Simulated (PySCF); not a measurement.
**BrF···COS (SMILES FBr.O=C=S): density, localisation and related maps**

Input

```
{"job": {"kind": "inter", "xc": "wB97M-D3(BJ)", "basis": "def2-TZVPD", "pairs": false}, "charge": 0, "multiplicity": 1, "parts": [{"atoms": "0-1", "charge": 0, "multiplicity": 1}, {"atoms": "2-4", "charge": 0, "multiplicity": 1}]}
Br     0.722967     0.180198    -0.068248
F     -1.063752    -0.051884     0.033892
O      4.047680    -1.852680     0.770158
C      3.830386    -0.809377     0.337736
S      3.545772     0.625070    -0.256673
```

Run with:

```sh
OMP_NUM_THREADS=1 python cluster_run.py task.json out
```

Geometry: PBE0-D3(BJ)/def2-SVPD.

Level of theory: PySCF, wB97M-D3(BJ)/def2-TZVPD, SCF density, gas phase.

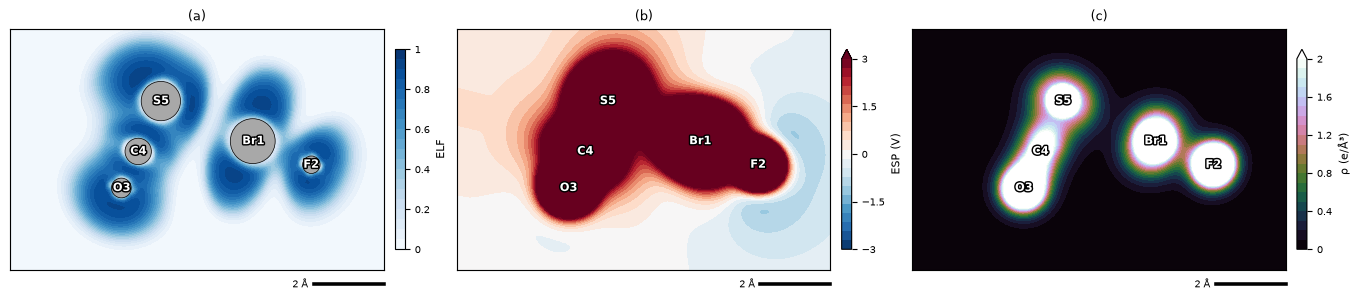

Figure 1. (a) ELF; (b) molecular electrostatic potential; (c) electron density on the molecular plane. Grey discs cover the atomic cores in the ELF map.

> Read the bonding off the picture.

- Atoms in the plane: Br, F, O, C and S.
- S5···Br1 (2.86 Å): the density falls to about 0.19 e/Å³ on the way; the ELF dips to about 0.15 between them.
- C–O (1.15 Å): ρ is about 3.9 e/Å³ halfway; the ELF peaks at about 0.85 between the atoms: a short, multiple covalent bond.
- C–S (1.58 Å): ρ at the midpoint is about 1.7 e/Å³; the ELF peaks at about 0.90 between the atoms; localised, covalent bonding.
- Br–F (1.80 Å): the density is about 1 e/Å³ at the midpoint; the ELF peaks at about 0.75 in the valence shell of F, 0.6 Å from its nucleus, and is about 0.50 at the midpoint.
- The ELF also peaks beside O3, F2, Br1 and S5, away from the bonds: lone-pair regions.
- Outside the dense part of the complex the potential is most negative (−1.0 V) near F2.

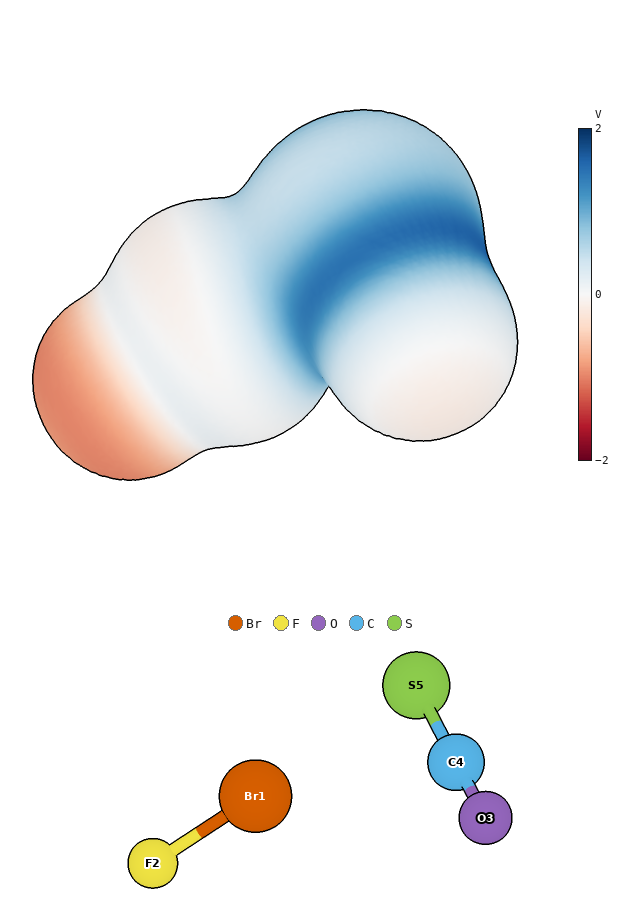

Figure 2. The molecular electrostatic potential painted on the density surface at 0.002 e/bohr³, seen at a tilt; the colour scale runs from red (negative) to blue (positive). The bare structure is drawn below in the same view.

> Describe the electrostatic potential map.

The most negative region (about −1.0 V) lies over F2, the most positive (about +1.6 V) over C4 and S5.

> How polar is the complex by this calculation?

Its dipole moment is 3.08 D.
